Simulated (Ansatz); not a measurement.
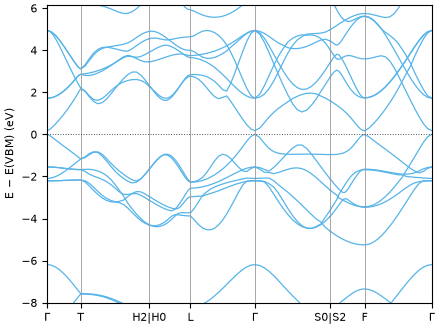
Fig. 1. Band structure from the program Ansatz at the PBEsol level (PAW)

### Question
Read off the gap and where the band edges lie.

### Answer
About 0.2 eV (0.17 eV by a search for the band edges); maximum at Γ, minimum at F.

The material is Pb₂SeS in space group R-3m (No. 166; Pb on 6c, Se on 3a, S on 3b).

The workflow started from a Materials Project entry (that database holds measured and hypothetical structures alike); the Crystallography Open Database copy checked does not list it. Whether it is the stable phase at ambient conditions was not checked. The cell was relaxed with PBEsol under the symmetry of its start; whether a distortion lowers the energy is not shown. Spin–orbit coupling is left out wherever it is not named.

Potentials: the later of the program's two PAW sets.
